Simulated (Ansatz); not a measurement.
# UBLYP/STO-3G run of SiPH4 (SMILES [SiH2]P)

Aim: the vertical electron affinity of SiPH4 at UBLYP/STO-3G, from 2 runs. 

The calculation is run with Ansatz 0.2.0.

47 further runs of the same task are left out: 47 set aside as unsound or not needed.

**1. The molecule**

SiPH4: 6 atoms, total charge 0, spin state doublet. SMILES: `[SiH2]P`. Geometry: relaxed at GFN2-xTB. This is one conformer, not always the lowest.

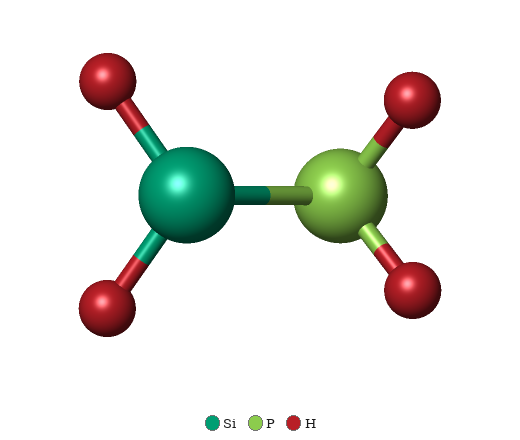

The structure, seen from a chosen angle (silicon teal, phosphorus green, hydrogen red).

**2. The energy at UBLYP/STO-3G**

job.yaml

```yaml
basis:
  gaussian: {orbitals: STO-3G}
crystal:
  periodic: [false, false, false]
  atoms:
    - symbol: Si
      position_ang: [0.127020, -0.986120, -0.104660]
    - symbol: P
      position_ang: [-0.338670, 1.170000, 0.142220]
    - symbol: H
      position_ang: [-0.300620, -1.724700, 1.087920]
    - symbol: H
      position_ang: [-0.579260, -1.514310, -1.276300]
    - symbol: H
      position_ang: [0.434680, 1.617150, -0.915300]
    - symbol: H
      position_ang: [0.656850, 1.437980, 1.066130]
magnetization: {spin_polarized: true, initial_magnetization: 1}
hamiltonian: {xc: {name: BLYP}}
accuracy: high
```

Launch:

```bash
$ ansatz run job.yaml --threads 1 --pin off --max-ram 2610MiB --events-out events.jsonl --progress --plain --runs-dir runs
```

Log:

```text
Warning: RAYON_NUM_THREADS=1 ignored (pool sized by the plan → 1); use --threads N
Functional definition: BLYP
  name "BLYP"
  parameter beta = 0.0042
  parameter a = 0.04918
  parameter b = 0.132
  parameter c = 0.2533
  parameter d = 0.349
  exchange = b88_x(beta = beta)
  correlation = lyp_c(a = a, b = b, c = c, d = d)
391 factors; integrals over basis functions are off by at most 2.7e-9 eV
mean field evaluation 1: about -17030.1802 eV, gradient 9.9e0 eV
mean field evaluation 2: about -17030.3927 eV, gradient 8.0e0 eV
mean field evaluation 4: about -17030.9182 eV, gradient 5.5e-1 eV
mean field evaluation 8: about -17030.8706 eV, gradient 3.4e-3 eV
mean field evaluation 16: about -17030.8706 eV, gradient 1.4e-7 eV
mean field -17030.87062516 eV, -625.8729515358 hartree, gradient 5.1e-8 eV, S^2 0.750563; 0 other end points of the search recorded, 0 dependent functions left out
reference -17030.87066359 eV, -625.8729529481 hartree; 17, 16 occupied and 5, 6 virtual orbitals, 391 factors
Total energy: -17030.87066359 eV, -625.8729529481 hartree
```

It took 1.5 s on 1 thread of AMD EPYC 9R14 (Zen 4), shared host; peak memory 0.15 GiB.

**3. The singlet anion, same level**

input.yaml

```yaml
basis:
  gaussian:
    orbitals: STO-3G
crystal:
  periodic: [false, false, false]
  atoms:
    - {symbol: Si, position_ang: [0.127020, -0.986120, -0.104660]}
    - {symbol: P, position_ang: [-0.338670, 1.170000, 0.142220]}
    - {symbol: H, position_ang: [-0.300620, -1.724700, 1.087920]}
    - {symbol: H, position_ang: [-0.579260, -1.514310, -1.276300]}
    - {symbol: H, position_ang: [0.434680, 1.617150, -0.915300]}
    - {symbol: H, position_ang: [0.656850, 1.437980, 1.066130]}
accuracy: high
hamiltonian:
  xc: {name: BLYP}
total_charge: -1
```

Launch:

```bash
$ ansatz run input.yaml --threads 1 --pin off --max-ram 2610MiB --events-out events.jsonl --progress --plain --runs-dir runs
```

Log:

```text
Warning: RAYON_NUM_THREADS=1 ignored (pool sized by the plan → 1); use --threads N
Functional definition: BLYP
  name "BLYP"
  parameter beta = 0.0042
  parameter a = 0.04918
  parameter b = 0.132
  parameter c = 0.2533
  parameter d = 0.349
  exchange = b88_x(beta = beta)
  correlation = lyp_c(a = a, b = b, c = c, d = d)
391 factors; integrals over basis functions are off by at most 2.7e-9 eV
mean field evaluation 1: about -17024.8718 eV, gradient 1.9e1 eV
mean field evaluation 2: about -17024.7836 eV, gradient 1.9e1 eV
mean field evaluation 4: about -17026.3709 eV, gradient 5.9e-1 eV
mean field evaluation 8: about -17026.3310 eV, gradient 8.9e-3 eV
mean field evaluation 16: about -17026.3310 eV, gradient 5.8e-8 eV
mean field -17026.33100012 eV, -625.7061233926 hartree, gradient 7.0e-9 eV, S^2 0.000000; 0 other end points of the search recorded, 0 dependent functions left out
reference -17026.33103929 eV, -625.7061248321 hartree; 17, 17 occupied and 5, 5 virtual orbitals, 391 factors
Total energy: -17026.33103929 eV, -625.7061248321 hartree
```

Run time: 0.87 s. Hardware: 1 thread of AMD EPYC 9R14 (Zen 4), shared host; peak memory 0.12 GiB.

**4. What came out**

Level: UBLYP/STO-3G.

| quantity | value |
| --- | --- |
| doublet SiPH4: total energy | -625.87295 Eh |
| doublet SiPH4: ⟨S²⟩ | 0.751 |
| singlet anion: total energy | -625.70612 Eh |
| vertical electron affinity (to the singlet anion) | -4.540 eV |

The anion lies 4.54 eV (105 kcal/mol) above the neutral: the electron isn't bound at this level, and such a value depends on the basis. Without diffuse functions anions come out too high. In a minimal basis such a difference can be off by several eV, whatever the method.
